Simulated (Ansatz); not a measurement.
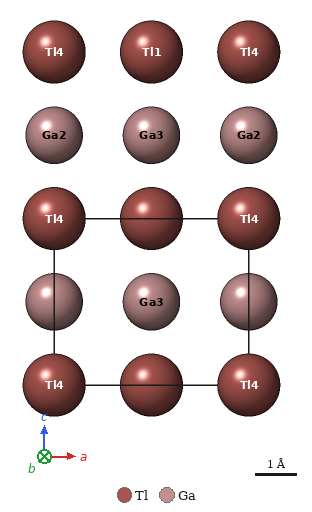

This is the input geometry for a relaxation of crystalline TlGa (a generated structure, set up in P4/mmm). The picture is a spheres-only view of the cell of the calculation, repeated 1 × 1 × 2 with one cell outlined, seen along the b axis.

The start is a swapped structure.

All numbers below come from DFT, PAW plane waves, r2SCAN (Ansatz 0.2.0).

The input:
```yaml
crystal:
  lattice:
    - [4.84264, 0.0, 0.0]
    - [0.0, 4.84264, 0.0]
    - [0.0, 0.0, 4.144474]
  atoms:
    - { symbol: Tl, position: [0.5, 0.5, 0.0] }
    - { symbol: Ga, position: [0.0, 0.5, 0.5] }
    - { symbol: Ga, position: [0.5, 0.0, 0.5] }
    - { symbol: Tl, position: [0.0, 0.0, 0.0] }
  symmetry: { tolerance: 0.0003 }
kpoints:
  mp_grid: { grid: [6, 6, 6], shift: [0, 0, 0] }
magnetization:
  spin_polarized: false
scf:
  occupations: { method: fermi_dirac, width: 0.013 }
  lower_state_search: "off"
hamiltonian:
  pseudopotentials: { kind: paw }
  xc: r2scan
basis:
  ecutwfc: 500
  fft_grid_basis: typed
relax:
  max_steps: 80
  cell: { p_target: 0.0 }
  f_tol: 0.03
output:
  forces: true
  stress: true
  eigenvalues: true
  bader: true
  populations: true
  elf: true
  write_potential: true
  volumetric_format: npy
  dos:
    e_range: [-12, 8]
    de: 0.05
    projected: { site_lists: { Ga: [Ga], Tl: [Tl] } }
checkpoint:
  read: saved_state
```

Command:
```bash
ansatz run input.yaml --threads 2 --pin off --max-ram 3584MiB --backend cpu --events-out ev --progress --plain --runs-dir out
```

What does the optimiser find from here?

Answer. The energy falls by 12.0 meV per atom in 4 accepted moves (6 points after the start). All forces vanish by symmetry, so only the cell relaxes. The pressure goes from 0.41 to 0.00 GPa. The line search rejected the trial step at point 3 of the run. At 1 point the geometry stayed and the basis and grid were re-selected for the new cell (energy shift of 0.2 meV per atom at most each time). No atom moves by more than 0.005 Å relative to the cell. The volume changes by +1.0 %, with a = b 4.843 → 5.068 Å (+4.6 %), c 4.144 → 3.822 Å (−7.8 %). Some distances before and after: Tl1–Tl4 3.424 → 3.583 Å, Ga2–Tl4 3.187 → 3.174 Å. The space group stays P4/mmm (No. 123). The run took 100 s on 2 threads of Arm Neoverse V1, on a shared host, peak memory 0.66 GiB.

The structure at the end:

```
CELL_PARAMETERS angstrom
5.06780 0.00000 0.00000
0.00000 5.06780 0.00000
0.00000 0.00000 3.82250
ATOMIC_POSITIONS crystal
Tl 0.50000 0.50000 0.00000
Ga 0.00000 0.50000 0.50000
Ga 0.50000 0.00000 0.50000
Tl 0.00000 0.00000 0.00000
```

After the run, drawn alike:

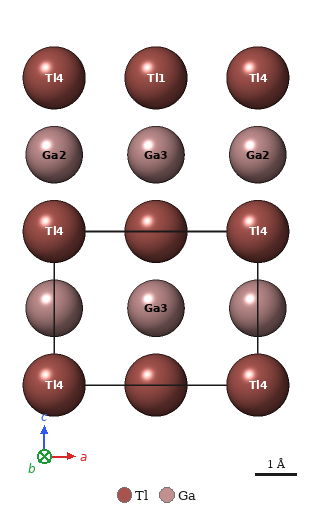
